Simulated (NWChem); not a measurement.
**One shape, several levels: C3H3F3O (3,3,3-trifluoropropanal)**

Wanted: a comparison of 4 runs (HF/STO-3G, HF/3-21G, B3LYP/6-31G*) of C3H3F3O (3,3,3-trifluoropropanal). 

Program for the calculation: NWChem 7.3.0.

### 1 The molecule

The species is C3H3F3O (10 atoms), meant as a singlet with charge 0. As SMILES, `O=CCC(F)(F)F`. The coordinates come from a PBE0-D4/def2-TZVP relaxation. This is one conformer, not always the lowest.

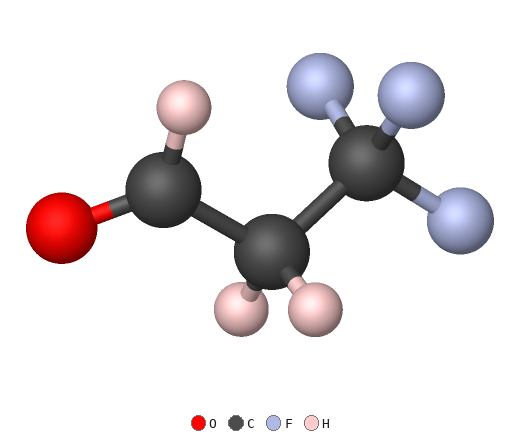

The structure, seen from a chosen angle (oxygen red, carbon dark grey, fluorine light blue, hydrogen pink).

### 2 Energy and gradient at HF/STO-3G (run 1)

run.py

```python
from ase import Atoms
from ase.calculators.nwchem import NWChem

mol = Atoms('OCCCFFFHHH', positions=[
    [-2.075200, -0.019000, -1.339200],
    [-0.903800, 0.040400, -1.102000],
    [-0.363500, 0.411700, 0.259200],
    [0.896800, -0.330500, 0.615800],
    [1.881100, -0.075500, -0.258600],
    [1.338900, 0.012700, 1.828700],
    [0.702300, -1.655000, 0.617000],
    [-0.145700, -0.150000, -1.887900],
    [-0.123000, 1.480000, 0.251300],
    [-1.124700, 0.233900, 1.018700],
])

calc = NWChem(
    label='c3h3f3o',
    theory='scf',
    memory='2200 mb',
    basis='STO-3G',
    basispar='spherical bse',
    scf={'nopen': '0', 'rhf': None, 'thresh': '1e-08', 'maxiter': '80'},
)
mol.calc = calc

forces = mol.get_forces()
e = mol.get_potential_energy()
print(f"E = {e:.6f} eV")
print("forces (eV/A):")
for s, f in zip(mol.symbols, forces):
    print(f"{s:2s} {f[0]:10.5f} {f[1]:10.5f} {f[2]:10.5f}")
print("dipole (e A):", mol.get_dipole_moment().round(4))
```

Run with:

```console
export ASE_NWCHEM_COMMAND="nwchem PREFIX.nwi > PREFIX.nwo"
python run.py
```

What it wrote:

```text
E = -13113.145222 eV
forces (eV/A):
O    -2.40105   -0.19114   -0.54425
C     1.72896   -0.26338   -0.83453
C    -1.48214    1.94818    0.44974
C     0.18466   -0.26729   -0.12604
F     1.66921    0.56539   -1.64273
F     0.76912    0.78033    2.41571
F    -0.48362   -2.50523   -0.01692
H     0.01964    0.06716    0.24641
H    -0.12619   -0.20929    0.12629
H     0.12141    0.07523   -0.07364
dipole (e A): [0.0632 0.1884 0.0244]
```

The calculator wrote c3h3f3o.nwi:

```
title "c3h3f3o"

permanent_dir c3h3f3o

scratch_dir c3h3f3o

start c3h3f3o

geometry units angstrom nocenter noautosym noautoz
  O  -2.0752000000000002e+00 -1.9000000000000000e-02 -1.3391999999999999e+00
  C  -9.0380000000000005e-01 4.0399999999999998e-02 -1.1020000000000001e+00
  C  -3.6349999999999999e-01 4.1170000000000001e-01 2.5919999999999999e-01
  C  8.9680000000000004e-01 -3.3050000000000002e-01 6.1580000000000001e-01
  F  1.8811000000000000e+00 -7.5499999999999998e-02 -2.5860000000000000e-01
  F  1.3389000000000000e+00 1.2699999999999999e-02 1.8287000000000000e+00
  F  7.0230000000000004e-01 -1.6550000000000000e+00 6.1699999999999999e-01
  H  -1.4570000000000000e-01 -1.4999999999999999e-01 -1.8878999999999999e+00
  H  -1.2300000000000000e-01 1.4800000000000000e+00 2.5130000000000002e-01
  H  -1.1247000000000000e+00 2.3390000000000000e-01 1.0186999999999999e+00
end

memory 2200 mb

basis spherical bse noprint
   * library STO-3G
end

scf
  nopen 0
  rhf
  thresh 1e-08
  maxiter 80
end

task scf gradient
```

c3h3f3o.nwo:

```text
Northwest Computational Chemistry Package (NWChem) 7.3.0
             --------------------------------------------------------

           Job information
           ---------------

    nwchem branch   = 7.3.0
    use scalapack   = T
    input           = c3h3f3o.nwi
    prefix          = c3h3f3o.
    data base       = c3h3f3o/c3h3f3o.db
    status          = startup
    nproc           =        1

           Memory information
           ------------------

    heap     =     72089600 doubles =      550.0 Mbytes
    stack    =     72089597 doubles =      550.0 Mbytes
    global   =    144179200 doubles =     1100.0 Mbytes (distinct from heap & stack)
    total    =    288358397 doubles =     2200.0 Mbytes
    verify   = yes
    hardfail = no

           Directory information
           ---------------------

  0 permanent = c3h3f3o
  0 scratch   = c3h3f3o

                                NWChem Input Module
                                -------------------

                                      c3h3f3o
                                      -------

[... 127 lines left out ...]
 Convergence threshold     :          1.000E-08
[... 13 lines left out ...]
       Final RHF  results
[... 3 lines left out ...]
      One-electron energy =  -1317.672376993883
[... 1 line left out ...]
 Nuclear repulsion energy =    324.815924508149
[... 46 lines left out ...]
                       ROHF Final Molecular Orbital Analysis
[... 258 lines left out ...]
     1   1 0 0      0.119408      0.000000     28.502170
[... 8 lines of this table left out ...]
     2   0 0 2    -26.422576      0.000000    225.344409

                              NWChem Gradients Module
                              -----------------------

                                      c3h3f3o

  wavefunction    =   RHF

                         RHF ENERGY GRADIENTS

    atom               coordinates                        gradient
                 x          y          z           x          y          z
   1 O      -3.921559  -0.035905  -2.530721    0.046693   0.003717   0.010584
   2 C      -1.707934   0.076345  -2.082478   -0.033623   0.005122   0.016229
   3 C      -0.686915   0.778000   0.489817    0.028823  -0.037886  -0.008746
[... 6 lines of this table left out ...]
  10 H      -2.125375   0.442007   1.925064   -0.002361  -0.001463   0.001432

                 ----------------------------------------
                 |  Time  |  1-e(secs)   |  2-e(secs)   |
                 ----------------------------------------
                 |  CPU   |       0.00   |       0.26   |
                 ----------------------------------------
                 |  WALL  |       0.00   |       0.26   |
                 ----------------------------------------

 Task  times  cpu:        2.7s     wall:        2.7s
 Total times  cpu:        2.7s     wall:        2.7s
```

Run time: 3.9 s. Hardware: 1 thread of AMD EPYC 9R45 (Zen 5), shared host; peak memory 0.099 GiB.

### 3 Energy and forces at HF/3-21G (run 2)

run.py

```python
from ase import Atoms
from ase.calculators.nwchem import NWChem

mol = Atoms(['O', 'C', 'C', 'C', 'F', 'F', 'F', 'H', 'H', 'H'], positions=[
    [-2.075200, -0.019000, -1.339200],
    [-0.903800, 0.040400, -1.102000],
    [-0.363500, 0.411700, 0.259200],
    [0.896800, -0.330500, 0.615800],
    [1.881100, -0.075500, -0.258600],
    [1.338900, 0.012700, 1.828700],
    [0.702300, -1.655000, 0.617000],
    [-0.145700, -0.150000, -1.887900],
    [-0.123000, 1.480000, 0.251300],
    [-1.124700, 0.233900, 1.018700],
])

calc = NWChem(
    label='c3h3f3o',
    theory='scf',
    memory='2200 mb',
    basis='3-21G',
    basispar='spherical bse',
    scf={'nopen': '0', 'rhf': None, 'thresh': '1e-08', 'maxiter': '80', 'print': 'low'},
)
mol.calc = calc

forces = mol.get_forces()
print(f"energy = {mol.get_potential_energy():.6f} eV")
print("forces (eV/A):")
for s, f in zip(mol.symbols, forces):
    print(f"{s:2s} {f[0]:10.5f} {f[1]:10.5f} {f[2]:10.5f}")
```

Run with:

```console
export ASE_NWCHEM_COMMAND="nwchem PREFIX.nwi > PREFIX.nwo"
python run.py
```

What it wrote:

```text
energy = -13221.049958 eV
forces (eV/A):
O    -0.75390    0.00051   -0.16872
C     1.21300   -0.33255   -0.44161
C     0.16424    0.38546    0.39657
C    -0.79365    0.32643   -0.17823
F     0.36093    0.16373   -0.53967
F     0.16080    0.26765    0.59603
F    -0.15591   -0.64041   -0.08305
H    -0.42891    0.19078    0.69610
H    -0.06222   -0.37944    0.04602
H     0.29557    0.01784   -0.32344
```

The calculator wrote c3h3f3o.nwi:

```
title "c3h3f3o"

permanent_dir c3h3f3o

scratch_dir c3h3f3o

start c3h3f3o

geometry units angstrom nocenter noautosym noautoz
  O  -2.0752000000000002e+00 -1.9000000000000000e-02 -1.3391999999999999e+00
  C  -9.0380000000000005e-01 4.0399999999999998e-02 -1.1020000000000001e+00
  C  -3.6349999999999999e-01 4.1170000000000001e-01 2.5919999999999999e-01
  C  8.9680000000000004e-01 -3.3050000000000002e-01 6.1580000000000001e-01
  F  1.8811000000000000e+00 -7.5499999999999998e-02 -2.5860000000000000e-01
  F  1.3389000000000000e+00 1.2699999999999999e-02 1.8287000000000000e+00
  F  7.0230000000000004e-01 -1.6550000000000000e+00 6.1699999999999999e-01
  H  -1.4570000000000000e-01 -1.4999999999999999e-01 -1.8878999999999999e+00
  H  -1.2300000000000000e-01 1.4800000000000000e+00 2.5130000000000002e-01
  H  -1.1247000000000000e+00 2.3390000000000000e-01 1.0186999999999999e+00
end

memory 2200 mb

basis spherical bse noprint
   * library 3-21G
end

scf
  nopen 0
  rhf
  thresh 1e-08
  maxiter 80
  print low
end

task scf gradient
```

c3h3f3o.nwo:

```text
Northwest Computational Chemistry Package (NWChem) 7.3.0
             --------------------------------------------------------

           Job information
           ---------------

    nwchem branch   = 7.3.0
    use scalapack   = T
    input           = c3h3f3o.nwi
    prefix          = c3h3f3o.
    data base       = c3h3f3o/c3h3f3o.db
    status          = startup
    nproc           =        1

           Memory information
           ------------------

    heap     =     72089600 doubles =      550.0 Mbytes
    stack    =     72089597 doubles =      550.0 Mbytes
    global   =    144179200 doubles =     1100.0 Mbytes (distinct from heap & stack)
    total    =    288358397 doubles =     2200.0 Mbytes
    verify   = yes
    hardfail = no

           Directory information
           ---------------------

  0 permanent = c3h3f3o
  0 scratch   = c3h3f3o

                                NWChem Input Module
                                -------------------

                                      c3h3f3o
                                      -------

[... 26 lines left out ...]
            Nuclear Dipole moment (a.u.)
[... 56 lines left out ...]
                                      c3h3f3o

  ao basis        = "ao basis"
  functions       =    69
  atoms           =    10
  closed shells   =    28
  open shells     =     0
  charge          =   0.00
  wavefunction    = RHF
  input vectors   = atomic
  output vectors  = c3h3f3o/c3h3f3o.movecs
  use symmetry    = F
  symmetry adapt  = F

 Forming initial guess at       0.0s

 Starting SCF solution at       0.1s

       Final RHF  results
       ------------------

         Total SCF energy =   -485.864628378611
      One-electron energy =  -1317.558424184655
      Two-electron energy =    506.877871297895
 Nuclear repulsion energy =    324.815924508149

        Time for solution =      2.8s

                              NWChem Gradients Module
                              -----------------------

                         RHF ENERGY GRADIENTS

    atom               coordinates                        gradient
                 x          y          z           x          y          z
   1 O      -3.921559  -0.035905  -2.530721    0.014661  -0.000010   0.003281
   2 C      -1.707934   0.076345  -2.082478   -0.023589   0.006467   0.008588
   3 C      -0.686915   0.778000   0.489817   -0.003194  -0.007496  -0.007712
[... 6 lines of this table left out ...]
  10 H      -2.125375   0.442007   1.925064   -0.005748  -0.000347   0.006290

 Task  times  cpu:        3.2s     wall:        3.2s
 Total times  cpu:        3.2s     wall:        3.2s
```

Wall time 4.2 s (1 thread of AMD EPYC 9R45 (Zen 5), shared host); peak memory 0.099 GiB.

Run 3 isn't shown in full; the table further down has it.

### 4 Energy and forces at B3LYP/6-31G(d) (Cartesian functions) (run 4)

c3h3f3o.xyz

```xyz
10
C3H3F3O
O     -2.075200    -0.019000    -1.339200
C     -0.903800     0.040400    -1.102000
C     -0.363500     0.411700     0.259200
C      0.896800    -0.330500     0.615800
F      1.881100    -0.075500    -0.258600
F      1.338900     0.012700     1.828700
F      0.702300    -1.655000     0.617000
H     -0.145700    -0.150000    -1.887900
H     -0.123000     1.480000     0.251300
H     -1.124700     0.233900     1.018700
```

c3h3f3o.nw

```
start c3h3f3o
title "C3H3F3O"
memory total 2200 mb
charge 0

geometry units angstroms noautosym nocenter noautoz
 load c3h3f3o.xyz
end

basis
 * library 6-31G*
end

dft
 xc b3lyp
 grid fine
 convergence energy 1e-08
 iterations 100
 mulliken
 noprint "final vectors analysis"
end

task dft gradient
```

Run with:

```console
nwchem c3h3f3o.nw > c3h3f3o.out
```

What it wrote:

```text
[...]
          Wavefunction type:  closed shell.
          No. of atoms     :    10
          No. of electrons :    56
[...]
          Charge           :     0
          Spin multiplicity:     1
[...]
          AO basis - number of functions:   111
[...]
              XC Information
              --------------
                         B3LYP Method XC Potential
                     Hartree-Fock (Exact) Exchange  0.200
                        Slater Exchange Functional  0.800 local
                    Becke 1988 Exchange Functional  0.720 non-local
              Lee-Yang-Parr Correlation Functional  0.810
                  VWN I RPA Correlation Functional  0.190 local
[...]
 d= 0,ls=0.0,diis     1   -490.5907576964 -8.15D+02  2.44D-02  2.51D+00     1.9
[...]
 d= 0,ls=0.0,diis    11   -490.8619215837 -4.82D-10  2.68D-07  1.88D-09    16.6
         Total DFT energy =     -490.861921583709
      One electron energy =    -1322.478037965571
           Coulomb energy =      564.222345623905
    Exchange-Corr. energy =      -57.422153750193
 Nuclear repulsion energy =      324.815924508150
[...]
      Total Density - Mulliken Population Analysis
     ---------------------------------------------
    Atom       Charge   Shell Charges
 -----------   ------   -------------------------------------------------------
    1 O    8     8.37   1.99  0.92  2.87  1.01  1.58  0.00
    2 C    6     5.74   1.99  0.73  1.97  0.46  0.54  0.05
    3 C    6     6.46   1.99  0.68  2.17  0.64  0.94  0.03
    4 C    6     5.20   1.99  0.73  1.83  0.16  0.38  0.12
    5 F    9     9.26   1.99  0.95  3.32  0.97  1.98  0.05
    6 F    9     9.26   1.99  0.95  3.32  0.97  1.97  0.05
    7 F    9     9.25   1.99  0.95  3.32  0.97  1.97  0.06
    8 H    1     0.87   0.53  0.34
    9 H    1     0.80   0.52  0.28
   10 H    1     0.80   0.52  0.27
[...]
  wavefunction    = closed shell
                         DFT ENERGY GRADIENTS
    atom               coordinates                        gradient
                 x          y          z           x          y          z
   1 O      -3.921559  -0.035905  -2.530721    0.020581   0.001242   0.004787
   2 C      -1.707934   0.076345  -2.082478   -0.014735   0.000636   0.000694
   3 C      -0.686915   0.778000   0.489817   -0.000607  -0.002595  -0.002373
   4 C       1.694706  -0.624554   1.163693    0.002767  -0.001519  -0.000346
   5 F       3.554764  -0.142674  -0.488683   -0.007635  -0.003095   0.008766
   6 F       2.530154   0.024000   3.455742   -0.003366  -0.004063  -0.011213
   7 F       1.327155  -3.127497   1.165961    0.003244   0.011518   0.000709
   8 H      -0.275333  -0.283459  -3.567614   -0.001789   0.000025   0.000551
   9 H      -0.232436   2.796794   0.474888   -0.000062  -0.002100  -0.000618
  10 H      -2.125375   0.442007   1.925064    0.001601  -0.000049  -0.000957
[...]
```

Wall time 20 s (1 thread of AMD EPYC 9R45 (Zen 5), shared host); peak memory 0.13 GiB.

### 5 The series

```csv
run,level,iteration cap,module,energy (Eh),dipole moment (D),largest force (eV/Å),wall time
1,HF/STO-3G,80,scf,-481.899202,0.96,2.653,3.9 s
2,HF/3-21G,80,scf,-485.864628,–,1.333,4.2 s
3,B3LYP/6-31G* (spherical functions),100,dft,-490.855967,1.43,1.097,20 s
4,B3LYP/6-31G* (Cartesian functions),100,dft,-490.861922,1.43,1.088,20 s
```

### 6 Outcome

```
                       quantity          value
            run 4: total energy  -490.86192 Eh
           run 4: dipole moment         1.43 D
run 4: largest force on an atom     1.088 eV/Å
```

In words: Over runs 1, 3, 4 the dipole moment (its size) runs from 0.96 D (HF/STO-3G) to 1.43 D (B3LYP/6-31G*). The two ends differ in method and basis. In run 1 the basis is minimal, so the values are rough. All runs together took 48 s, the longest 20 s.
